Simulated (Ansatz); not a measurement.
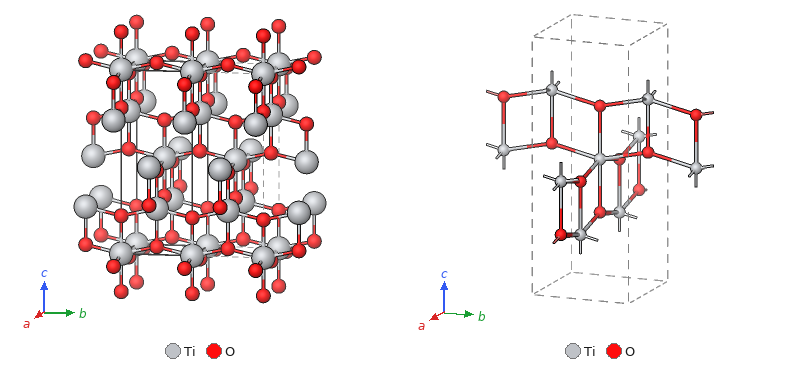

Left: the structure. Right: its underlying net. Nodes are coloured by element. Short stubs are edges that leave the cut-out.

System TiO2 (space group I4_1/amd, No. 141); source of the atomic positions: coordinates from a relaxation with DFT PBE, scalar-relativistic, plane waves, PAW (Ansatz).

Bonds are taken as O–Ti below 2.3 Å; no other contact counts. The graph is simplified in the usual way: terminal and isolated atoms are pruned, two-connected atoms become edges.

The result is a binodal (3,6)-connected, three-periodic net: O is a 3-connected node; Ti is a 6-connected node, in the ratio 2:1. It is the ant net, known from anatase. It is a single net, without interpenetration.

```
node  links    point symbol  coordination sequence
   O      3           4^2.6          3 13 16 54 42
  Ti      6  4^4.6^2.8^8.10           6 8 32 28 84
```
